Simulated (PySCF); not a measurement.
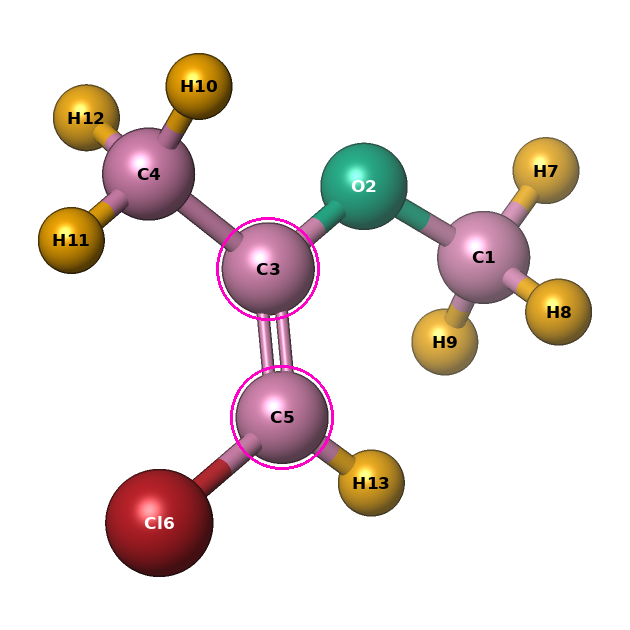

Distant atoms are faded towards the background colour. Circles mark the stereogenic atoms. The geometry was computed by an optimisation with PBE0-D3(BJ)/def2-SVP. No frequency run is at hand to confirm it as a minimum.

Q: Assign CIP descriptors.

A: C3=C5: E.
